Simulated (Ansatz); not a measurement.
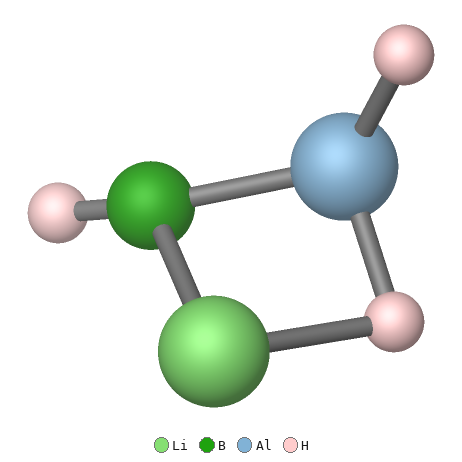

Ball-and-stick drawing of a structure.

Computed geometry: PBE0-D4/def2-TZVP optimisation. No frequency run is at hand to confirm it as a minimum.

Question: Count the atoms of each element.

Answer: AlBH3Li, 6 atoms: 1 aluminium, 1 boron, 3 hydrogen and 1 lithium.

Question: Give the symmetry (Schoenflies symbol).

Answer: C1.

Question: How many atoms are distinct by symmetry?

Answer: 6: 1 Li, 1 B, 1 Al, 1 H, 1 H, 1 H.

Question: Count the bonded pairs by element.

Answer: 2 Al–H, 1 B–Li, 1 Al–B, 1 Li–H, 1 B–H. Sticks follow a distance rule.

The parts below concern this one geometry. Atoms keep their numbers from picture to picture.

Geometry

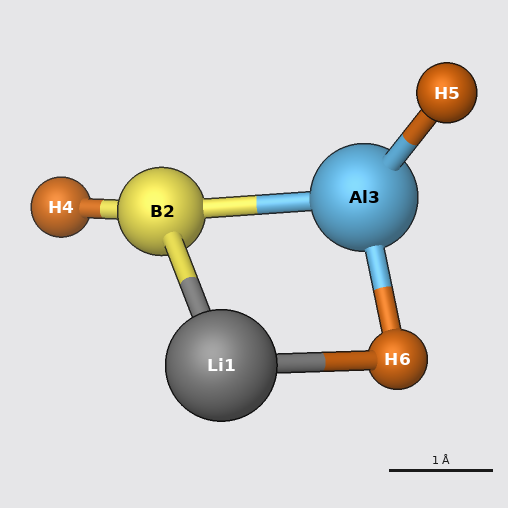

Atoms carry their numbers in the input. No frequency run is at hand to confirm it as a minimum.

Question: Describe the coordination of atom 1.

Answer: Li1 has 2 neighbours (B2 at 2.34, H6 at 1.99 Å); the arrangement is bent.

Question: What is the dihedral angle B2–Al3–H6–Li1?

Answer: 38° in size, that is gauche.

Charges

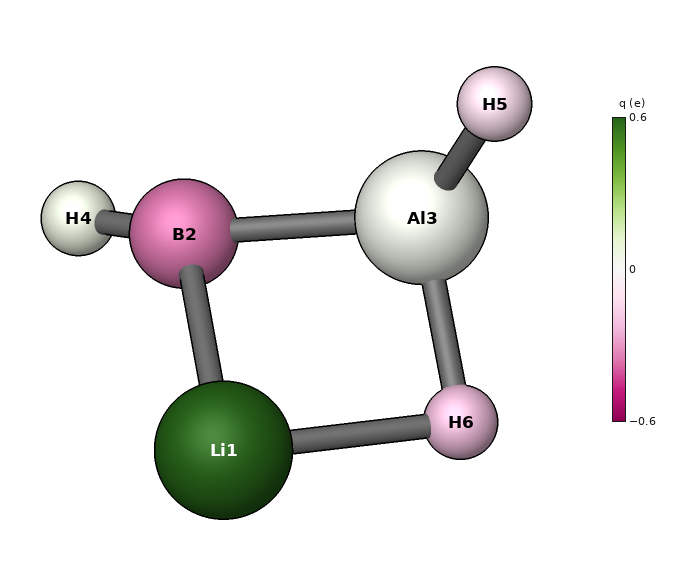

Atoms are coloured by their Mulliken charges. No frequency run is at hand to confirm it as a minimum. Level of theory: RKS PBE0-D4/def2-TZVP (Ansatz 0.2.0).

Give the Mulliken charges atom by atom.

| atom | value (e) |
| --- | --- |
| Li1 | 0.60 |
| B2 | −0.35 |
| Al3 | 0.03 |
| H4 | 0.06 |
| H5 | −0.12 |
| H6 | −0.21 |

Electronic properties

No frequency run is at hand to confirm it as a minimum. Method: RKS PBE0-D4/def2-TZVPP (Ansatz 0.2.0).

Predict the main results.

- HOMO energy (Kohn–Sham orbital): −4.85 eV
- LUMO energy (Kohn–Sham orbital): −2.13 eV
- HOMO–LUMO gap: 2.72 eV

Dipole moment

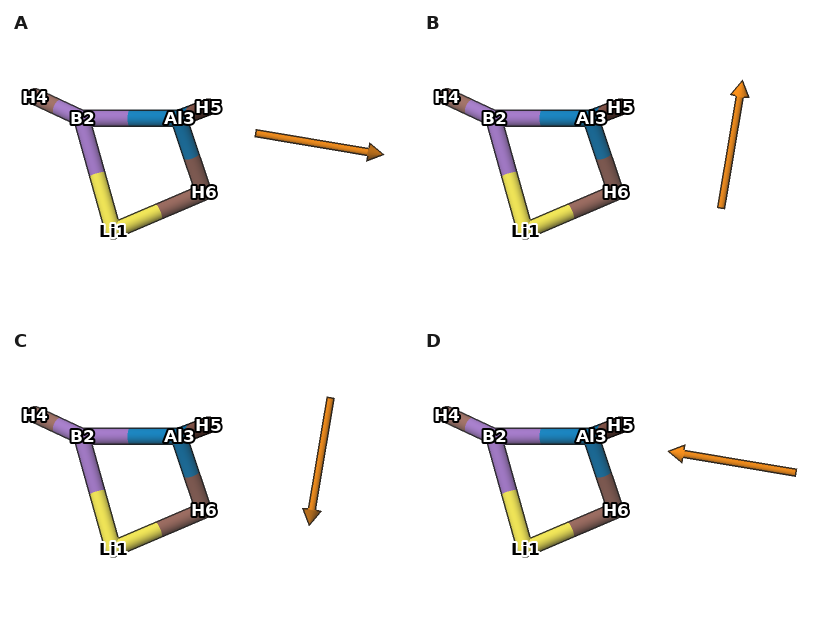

The same molecule four times, each with an arrow. No frequency run is at hand to confirm it as a minimum. Properties computed with RKS PBE0-D4/def2-TZVP (Ansatz 0.2.0).

Question: Which arrow points along the dipole moment, from the negative to the positive end?

Answer: C. The dipole moment is 4.41 D; it points from the side of H5 to the side of Li1 (the outermost atoms at the two ends).

Mulliken values depend strongly on the basis set and can even reverse the polarity of a bond.
